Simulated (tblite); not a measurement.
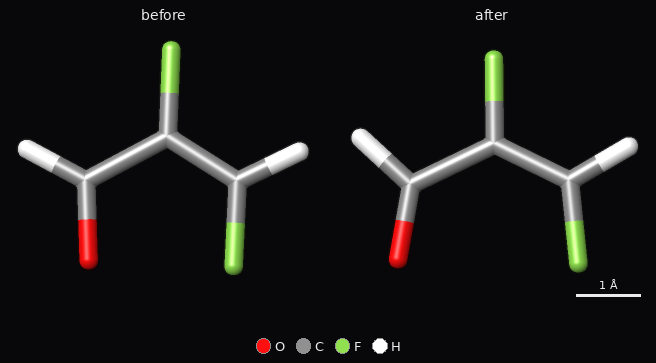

The structure of C3H2F2O before (left) and after (right) a relaxation, at one scale.

Style: stick. Shown face on.

The calculation used GFN2-xTB geometry optimisation, gas phase (tblite). 

### Summarise the run.

The O atom moves most after the best rigid fit: 0.30 Å. By element the largest moves are O 0.30 Å, F 0.27 Å, H 0.20 Å, C 0.11 Å. Among the contacts that change: C–O 1.264 → 1.199 Å, C–F 1.382 → 1.347 Å, C–H 1.074 → 1.105 Å, C–F 1.344 → 1.318 Å. Among the angles between lasting bonds that change: C–C–H 123.9° → 111.8°, O–C–C 115.6° → 125.2°, C–C–C 119.9° → 128.3°. The energy falls by 0.441 eV in 22 geometry steps.
